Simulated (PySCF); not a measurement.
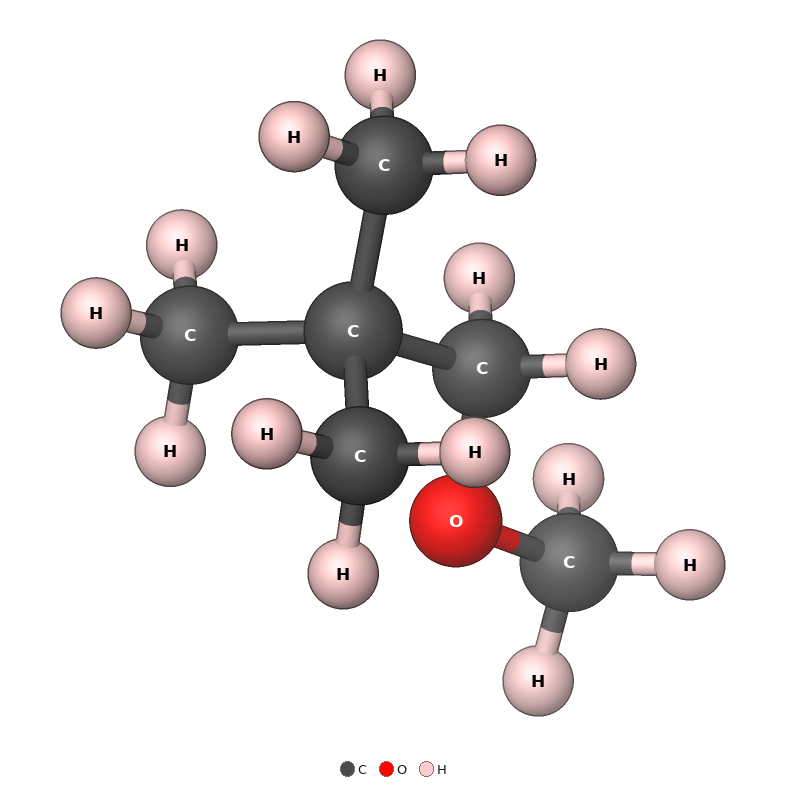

Every bond is drawn as one stick, whatever its order.

The geometry was computed by an optimisation with GFN2-xTB. No frequency run is at hand to confirm it as a minimum.

Question: Which formula does it have?

Answer: C₆H₁₄O, 21 atoms: 6 carbon, 14 hydrogen and 1 oxygen.

Question: Name some functional groups or characteristic bonds that it holds.

Answer: Among them: ether.

Question: What is the point group of this geometry?

Answer: Cs.

Question: Does it have rings?

Answer: It has no ring.

Question: How many bonds of each kind are drawn?

Answer: 14 C–H, 4 C–C, 2 C–O.

The parts below concern this one geometry. Atoms keep their numbers from picture to picture.

## Geometry

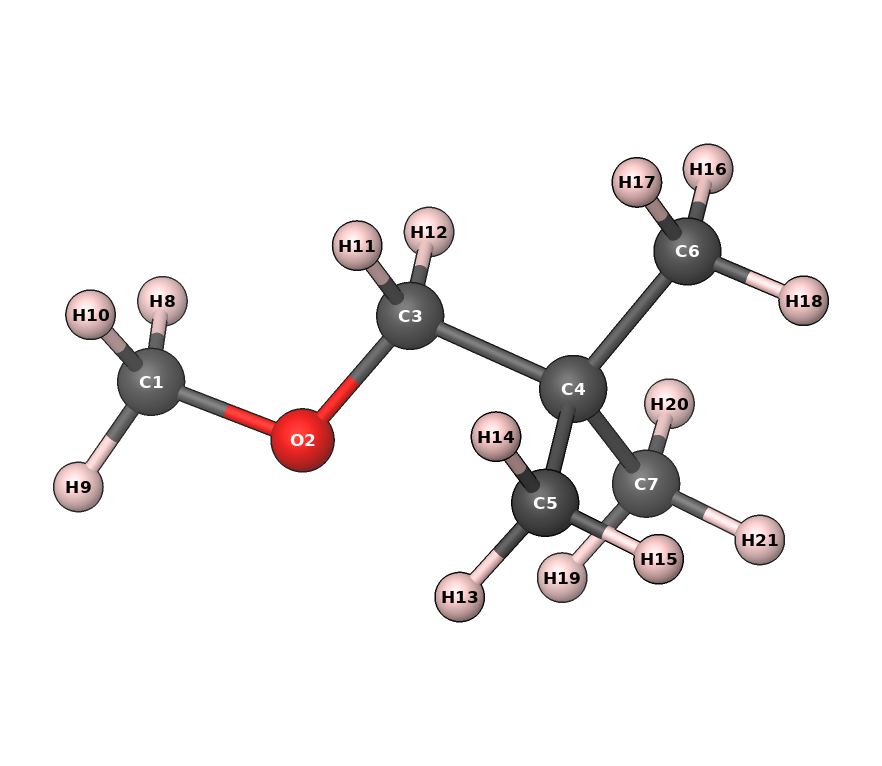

No frequency run is at hand to confirm it as a minimum.

Estimate the angles C1–O2–C3, O2–C1–H8, O2–C1–H9, O2–C3–C4, O2–C3–H11, C3–C4–C5, C4–C3–H11, C4–C5–H13, C4–C5–H14, C4–C6–H18, C5–C4–C6, C5–C4–C7.

```csv
angle,degrees
C1–O2–C3,112.9
O2–C1–H8,111.3
O2–C1–H9,106.8
O2–C3–C4,110.0
O2–C3–H11,109.7
C3–C4–C5,109.2
C4–C3–H11,109.8
C4–C5–H13,109.7
C4–C5–H14,110.6
C4–C6–H18,110.0
C5–C4–C6,109.9
C5–C4–C7,109.7
```

## Electronic properties

No frequency run is at hand to confirm it as a minimum. Level of theory: PBE0/pcSseg-1, gas phase (PySCF 2.14.0).

Predict the main results.

- dipole moment: 1.17 D
- HOMO energy (Kohn–Sham orbital): −7.33 eV
- LUMO energy (Kohn–Sham orbital): 1.40 eV
- HOMO–LUMO gap: 8.72 eV

## NMR shielding

The questions are on isotropic NMR shieldings of the H atoms. No frequency run is at hand to confirm it as a minimum. Method: GIAO PBE0/pcSseg-1 NMR shielding, non-relativistic, gas phase (PySCF 2.14.0).

List the isotropic NMR shieldings of the H atoms.

| atom | σ (ppm) |
| --- | --- |
| H8 | 28.37 |
| H9 | 27.72 |
| H10 | 28.37 |
| H11 | 28.68 |
| H12 | 28.68 |
| H13 | 30.02 |
| H14 | 31.09 |
| H15 | 31.05 |
| H16 | 30.95 |
| H17 | 30.95 |
| H18 | 30.74 |
| H19 | 30.01 |
| H20 | 31.09 |
| H21 | 31.05 |

## Charges

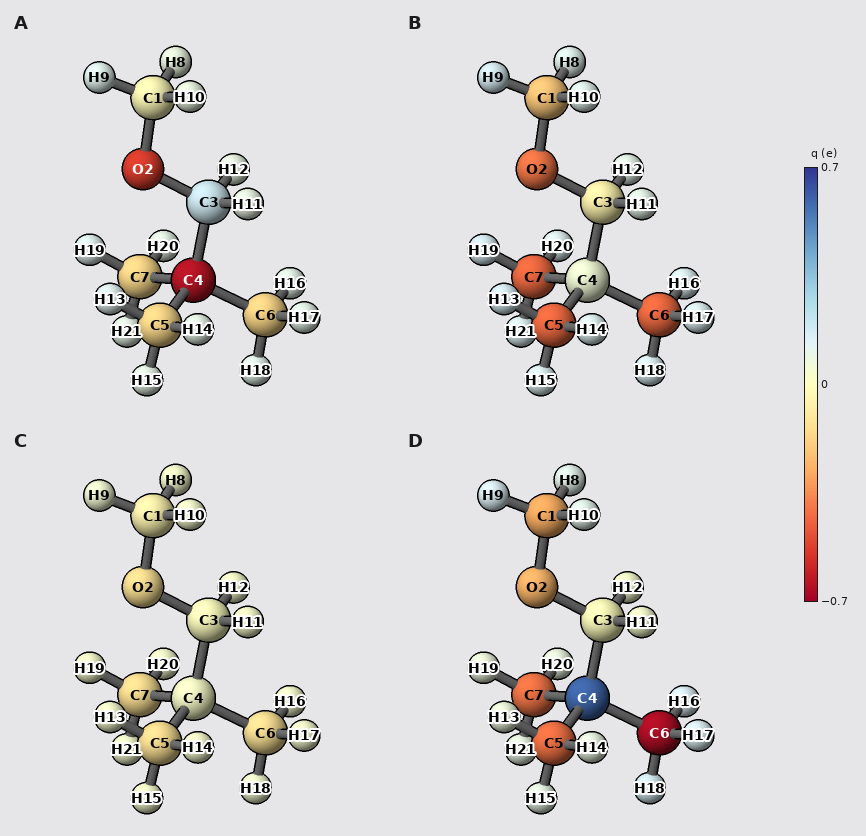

Atomic charges of one calculation by 4 schemes, on one colour scale. No frequency run is at hand to confirm it as a minimum. Computed with PBE0/pcSseg-1 (PySCF 2.14.0).

Question: The schemes are ESP-fitted, Hirshfeld, IAO, Mulliken. Which panel shows which?

Answer: A Mulliken, B IAO, C Hirshfeld, D ESP-fitted.

List the charges (e), one line for each set of equivalent atoms.

```tsv
atom	Mulliken	IAO	Hirshfeld	ESP-fitted
C1	−0.02	−0.20	−0.04	−0.27
O2	−0.52	−0.39	−0.12	−0.25
C3	0.18	−0.05	0.00	0.00
C4	−0.63	0.06	0.02	0.58
C5, C7	−0.15	−0.42	−0.12	−0.40
C6	−0.15	−0.42	−0.12	−0.65
H8, H10	0.08	0.12	0.03	0.11
H9	0.12	0.16	0.05	0.14
H11, H12	0.09	0.11	0.03	0.04
H13, H19	0.12	0.15	0.03	0.08
H14, H20	0.10	0.13	0.04	0.09
H15, H21	0.10	0.13	0.04	0.09
H16, H17	0.11	0.13	0.04	0.14
H18	0.11	0.14	0.04	0.16
```

## Quadrupole coupling

No frequency run is at hand to confirm it as a minimum. Electric field gradients from the ground-state density, PBE0/pcSseg-1 (PySCF 2.14.0), non-relativistic apart from any core potentials.

Give the largest field-gradient component, the quadrupole coupling constant and the asymmetry for 17O at O2 (Q = −25.6 mb), 2H at H8 (Q = 2.86 mb), 2H at H9 (Q = 2.86 mb).

| atom | V_zz (a.u.) | e²qQ/h (MHz) | η |
| --- | --- | --- | --- |
| O2 | −2.040 | 12.27 | 0.95 |
| H8 | 0.288 | 0.194 | 0.08 |
| H9 | 0.307 | 0.206 | 0.06 |

Mulliken values depend strongly on the basis set and can even reverse the polarity of a bond.
